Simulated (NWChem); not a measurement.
# One shape, several levels: C3H4ClN (SMILES ClC1=NCC1)

Aim: a comparison of 4 runs (HF/STO-3G, HF/3-21G, B3LYP/6-31G*) of C3H4ClN. 

The calculation is run with NWChem 7.3.0.

### 1 Starting point

The species is C3H4ClN (9 atoms), meant as a singlet with charge 0. SMILES: `ClC1=NCC1`. The shape is that of a PBE0-D4/def2-TZVP optimisation.

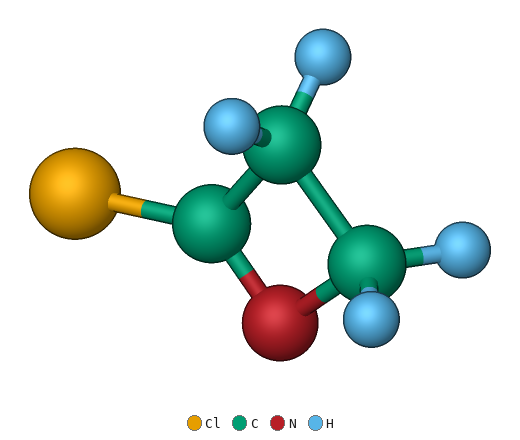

The structure, seen from a chosen angle (chlorine amber, carbon teal, nitrogen red, hydrogen blue).

### 2 Energy and gradient at HF/STO-3G (run 1)

Contents of run.py:

```python
from ase import Atoms
from ase.calculators.nwchem import NWChem

atoms = Atoms(['Cl', 'C', 'N', 'C', 'C', 'H', 'H', 'H', 'H'], positions=[
    [-1.062000, -2.393100, -0.798600],
    [-0.213200, -0.959500, -0.414300],
    [0.962000, -0.636800, -0.777800],
    [0.811700, 0.641200, -0.020300],
    [-0.613300, 0.220600, 0.404700],
    [0.872200, 1.513600, -0.672400],
    [1.539900, 0.726900, 0.787400],
    [-1.437900, 0.813500, 0.007800],
    [-0.770900, 0.027500, 1.466300],
])

calc = NWChem(
    label='nw',
    theory='scf',
    memory='2200 mb',
    basis='STO-3G',
    basispar='spherical bse',
    scf={'nopen': '0', 'rhf': None, 'thresh': '1e-08', 'maxiter': '80'},
)
atoms.calc = calc

forces = atoms.get_forces()
e = atoms.get_potential_energy()
print(f"E = {e:.6f} eV")
print("forces (eV/A):")
for s, f in zip(atoms.symbols, forces):
    print(f"{s:2s} {f[0]:10.5f} {f[1]:10.5f} {f[2]:10.5f}")
print("dipole (e A):", atoms.get_dipole_moment().round(4))
```

Command:

```console
$ export ASE_NWCHEM_COMMAND="nwchem PREFIX.nwi > PREFIX.nwo"
$ python run.py
```

The program printed:

```text
E = -16947.363455 eV
forces (eV/A):
Cl   -1.13267   -1.85526   -0.48198
C    -0.41163   -0.22785    0.06618
N     1.36058   -0.45647   -0.86826
C     0.72438    1.67230    0.56950
C    -0.76511    0.64416    0.69924
H    -0.00010    0.05322    0.07086
H    -0.02653    0.08325    0.01455
H     0.15956    0.00319    0.04047
H     0.09153    0.08346   -0.11061
dipole (e A): [-0.1058  0.5504  0.345 ]
```

The calculator wrote nw.nwi:

```
title "nw"

permanent_dir nw

scratch_dir nw

start nw

geometry units angstrom nocenter noautosym noautoz
  Cl -1.0620000000000001e+00 -2.3931000000000000e+00 -7.9859999999999998e-01
  C  -2.1320000000000000e-01 -9.5950000000000002e-01 -4.1430000000000000e-01
  N  9.6199999999999997e-01 -6.3680000000000003e-01 -7.7780000000000005e-01
  C  8.1169999999999998e-01 6.4119999999999999e-01 -2.0299999999999999e-02
  C  -6.1329999999999996e-01 2.2059999999999999e-01 4.0470000000000000e-01
  H  8.7219999999999998e-01 1.5136000000000001e+00 -6.7240000000000000e-01
  H  1.5399000000000000e+00 7.2689999999999999e-01 7.8739999999999999e-01
  H  -1.4379000000000000e+00 8.1350000000000000e-01 7.7999999999999996e-03
  H  -7.7090000000000003e-01 2.7500000000000000e-02 1.4662999999999999e+00
end

memory 2200 mb

basis spherical bse noprint
   * library STO-3G
end

scf
  nopen 0
  rhf
  thresh 1e-08
  maxiter 80
end

task scf gradient
```

nw.nwo:

```text
Northwest Computational Chemistry Package (NWChem) 7.3.0
             --------------------------------------------------------

           Job information
           ---------------

    nwchem branch   = 7.3.0
    use scalapack   = T
    input           = nw.nwi
    prefix          = nw.
    data base       = nw/nw.db
    status          = startup
    nproc           =        1

           Memory information
           ------------------

    heap     =     72089596 doubles =      550.0 Mbytes
    stack    =     72089601 doubles =      550.0 Mbytes
    global   =    144179200 doubles =     1100.0 Mbytes (distinct from heap & stack)
    total    =    288358397 doubles =     2200.0 Mbytes
    verify   = yes
    hardfail = no

[... 140 lines left out ...]
 Convergence threshold     :          1.000E-08
[... 13 lines left out ...]
       Final RHF  results
[... 3 lines left out ...]
      One-electron energy =  -1265.090811957872
[... 1 line left out ...]
 Nuclear repulsion energy =    205.405665144435
[... 41 lines left out ...]
                       ROHF Final Molecular Orbital Analysis
[... 224 lines left out ...]
                         RHF ENERGY GRADIENTS

    atom               coordinates                        gradient
                 x          y          z           x          y          z
   1 Cl     -2.006889  -4.522303  -1.509135    0.022027   0.036079   0.009373
   2 C      -0.402890  -1.813192  -0.782913    0.008005   0.004431  -0.001287
   3 N       1.817916  -1.203378  -1.469829   -0.026459   0.008877   0.016885
[... 5 lines of this table left out ...]
   9 H      -1.456790   0.051967   2.770905   -0.001780  -0.001623   0.002151

                 ----------------------------------------
                 |  Time  |  1-e(secs)   |  2-e(secs)   |
                 ----------------------------------------
                 |  CPU   |       0.00   |       0.23   |
                 ----------------------------------------
                 |  WALL  |       0.00   |       0.23   |
                 ----------------------------------------

 Task  times  cpu:        1.9s     wall:        1.9s
 Total times  cpu:        1.9s     wall:        1.9s
```

Run time: 2.7 s. Hardware: 1 thread of AMD EPYC 9R45 (Zen 5), shared host; peak memory 0.099 GiB.

### 3 Energy and forces at HF/3-21G (run 2)

Contents of c3h4cln.nw:

```
echo
START c3h4cln
memory total 2200 mb
charge 0
GEOMETRY noautosym nocenter noautoz
Cl      -1.062000      -2.393100      -0.798600
C       -0.213200      -0.959500      -0.414300
N        0.962000      -0.636800      -0.777800
C        0.811700       0.641200      -0.020300
C       -0.613300       0.220600       0.404700
H        0.872200       1.513600      -0.672400
H        1.539900       0.726900       0.787400
H       -1.437900       0.813500       0.007800
H       -0.770900       0.027500       1.466300
END
BASIS spherical bse
* library 3-21G
END
SCF
thresh 1e-08
maxiter 80
END
TASK scf gradient
```

Command:

```console
$ nwchem c3h4cln.nw > c3h4cln.out
```

The program printed:

```text
[...]
  functions       =    57
[...]
  wavefunction    = RHF
[...]
         Total SCF energy =   -626.633245411823
      One-electron energy =  -1268.473816971205
      Two-electron energy =    436.434906414948
 Nuclear repulsion energy =    205.405665144435
        Time for solution =      1.7s
[...]
                         RHF ENERGY GRADIENTS
    atom               coordinates                        gradient
                 x          y          z           x          y          z
   1 Cl     -2.006889  -4.522303  -1.509135    0.019541   0.030906   0.007723
   2 C      -0.402890  -1.813192  -0.782913   -0.023078  -0.007328   0.006589
   3 N       1.817916  -1.203378  -1.469829    0.013454   0.017480   0.003270
   4 C       1.533891   1.211692  -0.038361   -0.028799  -0.046714  -0.011996
   5 C      -1.158969   0.416874   0.764772    0.021053  -0.005641  -0.012698
   6 H       1.648219   2.860289  -1.270652    0.001135   0.007250  -0.005458
   7 H       2.909989   1.373642   1.487970    0.006542   0.000896   0.006341
   8 H      -2.717237   1.537292   0.014740   -0.006852   0.003846  -0.001117
   9 H      -1.456790   0.051967   2.770905   -0.002996  -0.000697   0.007347
[...]
```

Wall time 2.5 s (1 thread of AMD EPYC 9R45 (Zen 5), shared host); peak memory 0.1 GiB.

### 4 Energy and forces at B3LYP/6-31G(d) (spherical functions) (run 3)

Contents of run.py:

```python
from ase import Atoms
from ase.calculators.nwchem import NWChem

system = Atoms('ClCNCCHHHH', positions=[
    [-1.062000, -2.393100, -0.798600],
    [-0.213200, -0.959500, -0.414300],
    [0.962000, -0.636800, -0.777800],
    [0.811700, 0.641200, -0.020300],
    [-0.613300, 0.220600, 0.404700],
    [0.872200, 1.513600, -0.672400],
    [1.539900, 0.726900, 0.787400],
    [-1.437900, 0.813500, 0.007800],
    [-0.770900, 0.027500, 1.466300],
])

calc = NWChem(
    label='work',
    theory='dft',
    memory='2200 mb',
    basis='6-31G*',
    basispar='spherical bse',
    dft={'xc': 'b3lyp', 'mult': '1', 'grid': 'xfine', 'convergence': 'energy 1e-08', 'iterations': '100', 'mulliken': None},
)
system.calc = calc

forces = system.get_forces()
print(f"energy = {system.get_potential_energy():.6f} eV")
print("forces (eV/A):")
for s, f in zip(system.symbols, forces):
    print(f"{s:2s} {f[0]:10.5f} {f[1]:10.5f} {f[2]:10.5f}")
print("dipole (e A):", system.get_dipole_moment().round(4))
```

Command:

```console
$ export ASE_NWCHEM_COMMAND="nwchem PREFIX.nwi > PREFIX.nwo"
$ python run.py
```

The program printed:

```text
energy = -17187.112549 eV
forces (eV/A):
Cl   -0.37055   -0.62174   -0.16578
C    -0.10984    0.17010    0.14264
N     0.66988   -0.15411   -0.38947
C     0.16275    0.26657    0.06880
C    -0.31203    0.12598    0.21212
H     0.02540    0.09611   -0.05723
H     0.08428    0.02587    0.07261
H    -0.11097    0.08803   -0.01975
H    -0.03893    0.00319    0.13601
dipole (e A): [-0.2247  0.4449  0.3425]
```

The calculator wrote work.nwi:

```
title "work"

permanent_dir work

scratch_dir work

start work

geometry units angstrom nocenter noautosym noautoz
  Cl -1.0620000000000001e+00 -2.3931000000000000e+00 -7.9859999999999998e-01
  C  -2.1320000000000000e-01 -9.5950000000000002e-01 -4.1430000000000000e-01
  N  9.6199999999999997e-01 -6.3680000000000003e-01 -7.7780000000000005e-01
  C  8.1169999999999998e-01 6.4119999999999999e-01 -2.0299999999999999e-02
  C  -6.1329999999999996e-01 2.2059999999999999e-01 4.0470000000000000e-01
  H  8.7219999999999998e-01 1.5136000000000001e+00 -6.7240000000000000e-01
  H  1.5399000000000000e+00 7.2689999999999999e-01 7.8739999999999999e-01
  H  -1.4379000000000000e+00 8.1350000000000000e-01 7.7999999999999996e-03
  H  -7.7090000000000003e-01 2.7500000000000000e-02 1.4662999999999999e+00
end

memory 2200 mb

basis spherical bse noprint
   * library 6-31G*
end

dft
  xc b3lyp
  mult 1
  grid xfine
  convergence energy 1e-08
  iterations 100
  mulliken
end

task dft gradient
```

work.nwo:

```text
Northwest Computational Chemistry Package (NWChem) 7.3.0
             --------------------------------------------------------

           Job information
           ---------------

    nwchem branch   = 7.3.0
    use scalapack   = T
    input           = work.nwi
    prefix          = work.
    data base       = work/work.db
    status          = startup
    nproc           =        1

           Memory information
           ------------------

    heap     =     72089596 doubles =      550.0 Mbytes
    stack    =     72089601 doubles =      550.0 Mbytes
    global   =    144179200 doubles =     1100.0 Mbytes (distinct from heap & stack)
    total    =    288358397 doubles =     2200.0 Mbytes
    verify   = yes
    hardfail = no

[... 111 lines left out ...]
  convergence criterion.
[... 41 lines left out ...]
          Spatial weights used:  Erf1
[... 84 lines left out ...]
         Total DFT energy =     -631.614741486319
[... 3 lines left out ...]
 Nuclear repulsion energy =      205.405665144435
[... 644 lines left out ...]
          Convergence on gradient requested:  5.00D-04
[... 28 lines left out ...]
          total energy or number of iterations.
[... 26 lines left out ...]
                         DFT ENERGY GRADIENTS

    atom               coordinates                        gradient
                 x          y          z           x          y          z
   1 Cl     -2.006889  -4.522303  -1.509135    0.007206   0.012091   0.003224
   2 C      -0.402890  -1.813192  -0.782913    0.002136  -0.003308  -0.002774
   3 N       1.817916  -1.203378  -1.469829   -0.013027   0.002997   0.007574
[... 5 lines of this table left out ...]
   9 H      -1.456790   0.051967   2.770905    0.000757  -0.000062  -0.002645

                 ----------------------------------------
                 |  Time  |  1-e(secs)   |  2-e(secs)   |
                 ----------------------------------------
                 |  CPU   |       0.00   |       1.90   |
                 ----------------------------------------
                 |  WALL  |       0.00   |       1.90   |
                 ----------------------------------------

 Task  times  cpu:       23.1s     wall:       23.1s
 Total times  cpu:       23.1s     wall:       23.1s
```

Run time: 24 s. Hardware: 1 thread of AMD EPYC 9R45 (Zen 5), shared host; peak memory 0.14 GiB.

### 5 Energy and gradient at B3LYP/6-31G(d) (Cartesian functions) (run 4)

Contents of job.xyz:

```xyz
9

Cl    -1.062000    -2.393100    -0.798600
C     -0.213200    -0.959500    -0.414300
N      0.962000    -0.636800    -0.777800
C      0.811700     0.641200    -0.020300
C     -0.613300     0.220600     0.404700
H      0.872200     1.513600    -0.672400
H      1.539900     0.726900     0.787400
H     -1.437900     0.813500     0.007800
H     -0.770900     0.027500     1.466300
```

Contents of run.py:

```python
from ase.io import read
from ase.calculators.nwchem import NWChem

mol = read('job.xyz')

calc = NWChem(
    label='job',
    theory='dft',
    memory='2200 mb',
    basis='6-31G*',
    dft={'xc': 'b3lyp', 'mult': '1', 'grid': 'xfine', 'convergence': 'energy 1e-08', 'iterations': '100', 'mulliken': None},
)
mol.calc = calc

forces = mol.get_forces()
print("Total energy (eV):", round(mol.get_potential_energy(), 6))
print("forces (eV/A):")
for s, f in zip(mol.symbols, forces):
    print(f"{s:2s} {f[0]:10.5f} {f[1]:10.5f} {f[2]:10.5f}")
print("dipole (e A):", mol.get_dipole_moment().round(4))
```

Command:

```console
$ export ASE_NWCHEM_COMMAND="nwchem PREFIX.nwi > PREFIX.nwo"
$ python run.py
```

The program printed:

```text
Total energy (eV): -17187.31023
forces (eV/A):
Cl   -0.37877   -0.63717   -0.17036
C    -0.10603    0.19823    0.15612
N     0.68031   -0.17715   -0.40665
C     0.15427    0.28328    0.08171
C    -0.31013    0.12264    0.20944
H     0.02551    0.09498   -0.05656
H     0.08356    0.02566    0.07148
H    -0.10973    0.08639   -0.01903
H    -0.03903    0.00314    0.13385
dipole (e A): [-0.225   0.4449  0.3427]
```

The calculator wrote job.nwi:

```
title "job"

permanent_dir job

scratch_dir job

start job

geometry units angstrom nocenter noautosym noautoz
  Cl -1.0620000000000001e+00 -2.3931000000000000e+00 -7.9859999999999998e-01
  C  -2.1320000000000000e-01 -9.5950000000000002e-01 -4.1430000000000000e-01
  N  9.6199999999999997e-01 -6.3680000000000003e-01 -7.7780000000000005e-01
  C  8.1169999999999998e-01 6.4119999999999999e-01 -2.0299999999999999e-02
  C  -6.1329999999999996e-01 2.2059999999999999e-01 4.0470000000000000e-01
  H  8.7219999999999998e-01 1.5136000000000001e+00 -6.7240000000000000e-01
  H  1.5399000000000000e+00 7.2689999999999999e-01 7.8739999999999999e-01
  H  -1.4379000000000000e+00 8.1350000000000000e-01 7.7999999999999996e-03
  H  -7.7090000000000003e-01 2.7500000000000000e-02 1.4662999999999999e+00
end

memory 2200 mb

basis noprint
   * library 6-31G*
end

dft
  xc b3lyp
  mult 1
  grid xfine
  convergence energy 1e-08
  iterations 100
  mulliken
end

task dft gradient
```

job.nwo:

```text
Northwest Computational Chemistry Package (NWChem) 7.3.0
             --------------------------------------------------------

           Job information
           ---------------

    nwchem branch   = 7.3.0
    use scalapack   = T
    input           = job.nwi
    prefix          = job.
    data base       = job/job.db
    status          = startup
    nproc           =        1

           Memory information
           ------------------

    heap     =     72089596 doubles =      550.0 Mbytes
    stack    =     72089601 doubles =      550.0 Mbytes
    global   =    144179200 doubles =     1100.0 Mbytes (distinct from heap & stack)
    total    =    288358397 doubles =     2200.0 Mbytes
    verify   = yes
    hardfail = no

[... 111 lines left out ...]
  convergence criterion.
[... 41 lines left out ...]
          Spatial weights used:  Erf1
[... 84 lines left out ...]
         Total DFT energy =     -631.622006128360
[... 3 lines left out ...]
 Nuclear repulsion energy =      205.405665144435
[... 676 lines left out ...]
          Convergence on gradient requested:  5.00D-04
[... 28 lines left out ...]
          total energy or number of iterations.
[... 26 lines left out ...]
                         DFT ENERGY GRADIENTS

    atom               coordinates                        gradient
                 x          y          z           x          y          z
   1 Cl     -2.006889  -4.522303  -1.509135    0.007366   0.012391   0.003313
   2 C      -0.402890  -1.813192  -0.782913    0.002062  -0.003855  -0.003036
   3 N       1.817916  -1.203378  -1.469829   -0.013230   0.003445   0.007908
[... 5 lines of this table left out ...]
   9 H      -1.456790   0.051967   2.770905    0.000759  -0.000061  -0.002603

                 ----------------------------------------
                 |  Time  |  1-e(secs)   |  2-e(secs)   |
                 ----------------------------------------
                 |  CPU   |       0.00   |       1.85   |
                 ----------------------------------------
                 |  WALL  |       0.00   |       1.85   |
                 ----------------------------------------

 Task  times  cpu:       24.4s     wall:       24.4s
 Total times  cpu:       24.4s     wall:       24.4s
```

It took 25 s on 1 thread of AMD EPYC 9R45 (Zen 5), shared host; peak memory 0.15 GiB.

### 6 The series

```
run                               level  iteration cap  module  energy (Eh)  dipole moment (D)  HOMO energy (eV)  LUMO energy (eV)  wall time
  1                           HF/STO-3G             80     scf  -622.804125               3.16             -9.48              7.16      2.7 s
  2                            HF/3-21G             80     scf  -626.633245               3.64            -10.99              4.16      2.5 s
  3  B3LYP/6-31G* (spherical functions)            100     dft  -631.614741               2.90             -7.55             -0.26       24 s
  4  B3LYP/6-31G* (Cartesian functions)            100     dft  -631.622006               2.91             -7.57             -0.26       25 s
```

### 7 Summary of results

```
                       quantity          value
            run 4: total energy  -631.62201 Eh
           run 4: dipole moment         2.91 D
             run 4: HOMO energy       -7.57 eV
             run 4: LUMO energy       -0.26 eV
           run 4: HOMO–LUMO gap        7.31 eV
run 4: largest force on an atom     0.812 eV/Å
```

The dipole moment (its size) runs from 2.90 D (B3LYP/6-31G*) to 3.64 D (HF/3-21G). The two ends differ in method and basis. The HOMO–LUMO gap runs from 7.29 eV (B3LYP/6-31G*) to 16.64 eV (HF/STO-3G). In run 1 the basis is minimal, so the values are rough. All runs together took 54 s, the longest 25 s.
